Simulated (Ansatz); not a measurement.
**InCNF2 (SMILES N#[C][In]([F])[F]) at wB97M-V/def2-SVPD (core potential)**

What is the energy change on altering one bond length of InCNF2 at wB97M-V/def2-SVPD (core potential)? 

The calculation is run with Ansatz 0.2.0.

45 further runs of the same task are left out: 1 that didn't finish, 44 set aside as unsound or not needed. Runs told in other sessions of the task aren't counted.

### Step 1. The structure to begin with

InCNF2: 5 atoms, total charge 0, spin state singlet. SMILES: `N#[C][In]([F])[F]`. The coordinates come from a PBE0-D4/def2-TZVP relaxation.

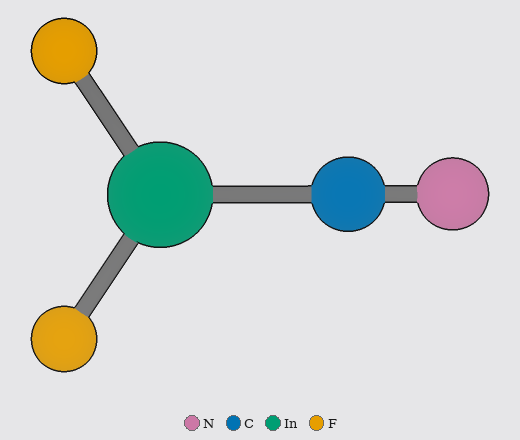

The structure, seen from a chosen angle (nitrogen pink, carbon blue, indium teal, fluorine amber).

### Step 2. A single-point energy at wB97M-V/def2-SVPD (core potential)

input.yaml reads:

```yaml
crystal:
  periodic: [false, false, false]
  atoms:
    - {symbol: N, position_ang: [1.298000, -1.592200, 1.589600]}
    - {symbol: C, position_ang: [0.724900, -0.890300, 0.878600]}
    - {symbol: In, position_ang: [-0.306000, 0.372300, -0.400300]}
    - {symbol: F, position_ang: [-1.872100, -0.154800, -1.375500]}
    - {symbol: F, position_ang: [0.205100, 2.191400, -0.733700]}
basis:
  gaussian: {orbitals: def2-SVPD}
hamiltonian: {xc: {name: wB97M-V}}
accuracy: high
output: {orbitals: {seedname: orbitals}}
```

Started as:

```console
$ ansatz run input.yaml --threads 1 --pin off --max-ram 3480MiB --events-out events.jsonl --progress --plain --runs-dir runs
```

What it wrote:

```text
Warning: RAYON_NUM_THREADS=1 ignored (pool sized by the plan → 1); use --threads N
Functional definition: wB97M-V
  name "wB97M-V"
  parameter omega = 0.3/bohr
  parameter cx = 0.15
  parameter cx01 = 1.007
  parameter cx10 = 0.259
  parameter css00 = 0.443
  parameter css04 = -1.437
  parameter css10 = -4.535
  parameter css20 = -3.390
  parameter css43 = 4.278
  parameter cos00 = 1.000
  parameter cos10 = 1.358
  parameter cos20 = 2.924
  parameter cos21 = -8.812
  parameter cos60 = -1.390
  parameter cos61 = 9.142
  parameter b = 6.0
  parameter c = 0.01
  gx(w, u) = 1 - cx + cx01*u + cx10*w
  gss(w, u) = css00 + css04*u^4 + css10*w + css20*w^2 + css43*w^4*u^3
  gos(w, u) = cos00 + cos10*w + (cos20 + cos21*u)*w^2 + (cos60 + cos61*u)*w^6
  exchange = spin_sum(e_x_unif_sr(omega)*gx(b97_w, b97_u_x)) + cx*exact_x_sr(omega) + exact_x_lr(omega)
  correlation = spin_sum(e_c_pw_mod_same_spin*gss(b97_w, b97_u_same))
      + integral(e_c_pw_mod_opposite_spin*gos(b97_w_opposite, b97_u_opposite)) + vv10(b, c)
2489 factors; integrals over basis functions are off by at most 2.9e-9 eV
554 factors; integrals over basis functions are off by at most 1.9e-9 eV
mean field evaluation 1: about -13118.9708 eV, gradient 6.0e1 eV
mean field evaluation 2: about -13113.0844 eV, gradient 8.9e1 eV
mean field evaluation 4: about -13126.0055 eV, gradient 2.8e0 eV
mean field evaluation 8: about -13126.1116 eV, gradient 1.1e-1 eV
mean field evaluation 16: about -13126.1116 eV, gradient 1.2e-4 eV
mean field -13126.11163866 eV, -482.3757055229 hartree, gradient 2.1e-8 eV, S^2 0.000000; 0 other end points of the search recorded, 0 dependent functions left out
reference -13126.11164560 eV, -482.3757057778 hartree; 26, 26 occupied and 92, 92 virtual orbitals, 2489 factors
Total energy: -13126.11164560 eV, -482.3757057778 hartree
```

It took 98 s on 1 thread of Arm Neoverse V1, shared host; peak memory 0.81 GiB.

### Step 3. The distorted shape

job.yaml reads:

```yaml
crystal:
  periodic: [false, false, false]
  atoms:
    - {symbol: N, position_ang: [1.469914, -1.802751, 1.802881]}
    - {symbol: C, position_ang: [0.724900, -0.890300, 0.878600]}
    - {symbol: In, position_ang: [-0.306000, 0.372300, -0.400300]}
    - {symbol: F, position_ang: [-1.872100, -0.154800, -1.375500]}
    - {symbol: F, position_ang: [0.205100, 2.191400, -0.733700]}
basis:
  gaussian:
    orbitals: def2-SVPD
output:
  orbitals: {seedname: orbitals}
accuracy: high
hamiltonian:
  xc: {name: wB97M-V}
total_charge: 0
```

Started as:

```console
$ ansatz run job.yaml --threads 1 --pin off --max-ram 3480MiB --events-out events.jsonl --progress --plain --runs-dir runs
```

What it wrote, shortened:

```text
Warning: RAYON_NUM_THREADS=1 ignored (pool sized by the plan → 1); use --threads N
[... 2 set-up lines as earlier in the session ...]
[...]
  gx(w, u) = 1 - cx + cx01*u + cx10*w
  gss(w, u) = css00 + css04*u^4 + css10*w + css20*w^2 + css43*w^4*u^3
  gos(w, u) = cos00 + cos10*w + (cos20 + cos21*u)*w^2 + (cos60 + cos61*u)*w^6
[...]
      + integral(e_c_pw_mod_opposite_spin*gos(b97_w_opposite, b97_u_opposite)) + vv10(b, c)
2505 factors; integrals over basis functions are off by at most 2.7e-9 eV
564 factors; integrals over basis functions are off by at most 1.9e-9 eV
[...]
mean field -13122.26513586 eV, -482.2343491522 hartree, gradient 1.9e-8 eV, S^2 0.000000; 0 other end points of the search recorded, 0 dependent functions left out
reference -13122.26514279 eV, -482.2343494067 hartree; 26, 26 occupied and 92, 92 virtual orbitals, 2505 factors
Total energy: -13122.26514279 eV, -482.2343494067 hartree
```

Wall time 1.8 min (1 thread of Arm Neoverse V1, shared host); peak memory 0.81 GiB.

### Step 4. Summary of results

At wB97M-V/def2-SVPD (core potential):

| quantity | value |
| --- | --- |
| first shape: total energy | -482.37571 Eh |
| first shape: HOMO energy | -13.27 eV |
| first shape: LUMO energy | -1.07 eV |
| first shape: HOMO–LUMO gap | 12.20 eV |
| distorted shape: total energy | -482.23435 Eh |
| distorted shape: HOMO energy | -11.63 eV |
| distorted shape: LUMO energy | -1.73 eV |
| distorted shape: HOMO–LUMO gap | 9.90 eV |
| energy change with the N1–C2 bond stretched from 1.152 to 1.497 Å | 3.847 eV |

In words: With the N1–C2 bond stretched from 1.152 to 1.497 Å the energy rises by 3.85 eV (89 kcal/mol). The first shape isn't relaxed at this level, so the change isn't measured from a minimum.
